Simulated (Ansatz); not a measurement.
SiO2 (rutile)

```xyz
12
Lattice="4.2362 0.0000 0.0000 0.0000 4.2362 0.0000 0.0000 0.0000 5.3809" Properties=species:S:1:pos:R:3 pbc="T T T"
Si     2.1181     2.1181     1.3452
Si     2.1181     2.1181     4.0357
Si     0.0000     0.0000     0.0000
Si     0.0000     0.0000     2.6905
O      3.4185     3.4185     1.3452
O      3.4185     3.4185     4.0357
O      1.3004     2.9357     0.0000
O      1.3004     2.9357     2.6905
O      2.9357     1.3004     0.0000
O      2.9357     1.3004     2.6905
O      0.8176     0.8176     1.3452
O      0.8176     0.8176     4.0357
```

The atoms are displaced by Q × the pattern below (from a DFPT mode at Z = (0.0, 0.0, 0.5), largest move 1; Q in Å), at fixed cell. It is one choice among 2 degenerate patterns. (q is in reciprocal vectors of the primitive cell; the cell shown is doubled to hold the pattern.)

```csv
atom,x,y,z
Si1,-0.707,0.707,0.000
Si2,0.707,-0.707,0.000
Si3,-0.080,-0.080,0.000
Si4,0.080,0.080,0.000
O5,-0.054,0.054,0.023
O6,0.054,-0.054,-0.023
O7,-0.006,-0.006,-0.208
O8,0.006,0.006,0.208
O9,-0.006,-0.006,0.208
O10,0.006,0.006,-0.208
O11,-0.054,0.054,-0.023
O12,0.054,-0.054,0.023
```

Computed with PBE (plane waves to 420 eV, PAW, scalar-relativistic; Ansatz, a program for electronic structure). k mesh 8×8×6 (Γ-centred), Fermi-Dirac smearing 0.05 eV. Energies are smeared free energies. SiO2 was relaxed with its symmetry unable to fall. The zero of ΔE is the undisplaced structure.

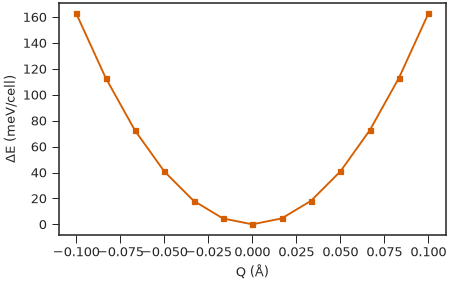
Figure: ΔE (meV/cell) against Q (Å); computed points joined by lines.

Question: What is the energy change at Q = 0.100 Å?

Answer: About 160 meV/cell.

Question: What harmonic wavenumber does the curvature at Q = 0 give?

Answer: About 380 cm⁻¹.

(A displaced cell: forces are minus the slopes of the energy, force constants its curvatures, and phonons follow from these.)
